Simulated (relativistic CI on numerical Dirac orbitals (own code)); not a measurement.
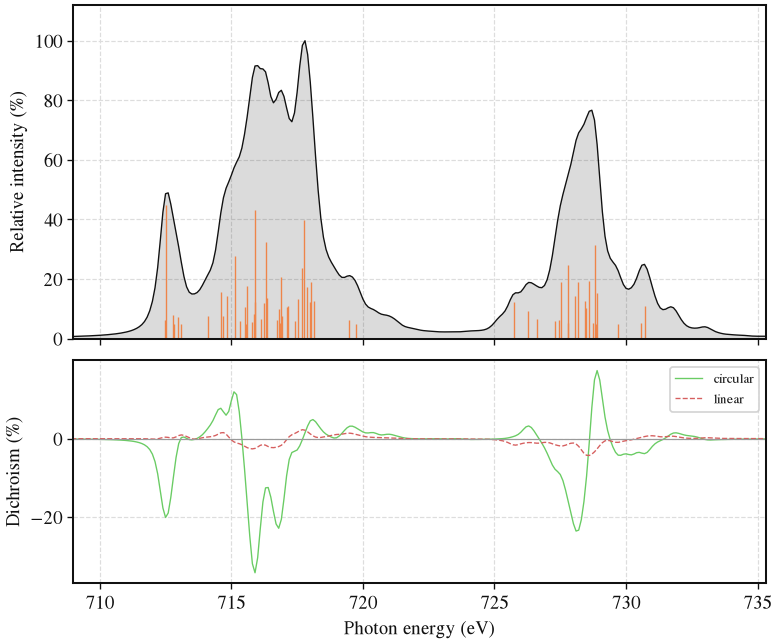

L₂,₃ X-ray absorption of Fe⁴⁺, [Ar] 3d⁴, in a field of Oh symmetry with 10Dq = 27,650 cm⁻¹. Sticks are the strongest transitions, on a scale of their own. Multiplet model: relativistic Dirac–Coulomb–Breit theory, one configuration a step, Slater integrals scaled by 0.7, 300 K, Voigt broadening (Lorentzian 0.4 eV, Gaussian 0.3 eV full widths), computed with a radial Dirac CI code. Dichroism is for the ground state at zero temperature, magnetised by an exchange field of 10 meV on Sz (linear: z less the mean of x and y).

**Describe the spectrum.**

The main maxima lie at 712.6 eV (49), 716.0 eV (92), 716.9 eV (83), 717.8 eV (100), 726.3 eV (19), 728.7 eV (77), 730.7 eV (25) and 731.7 eV (11), heights in % of the largest; the centroid is at 720.5 eV. The lower edge holds 0.66 of the intensity (branching ratio, edges parted at 724 eV, split at the minimum of the curve and uncertain by about 0.02), and the core spin-orbit splitting of the orbitals is 12.9 eV. The ground state has S = 1.02. The circular dichroism (Δm = −1 less Δm = +1) is largest at 715.9 eV, −34 % of the isotropic maximum; its integrals over the lower and upper edge are −0.017 and −0.010 of the sum over the three polarisations. The magnetised ground state has ⟨Lz⟩ = −0.32 and ⟨Sz⟩ = −0.33.

Note: free-ion energies, so absolute edge positions are off by a few eV from solids.
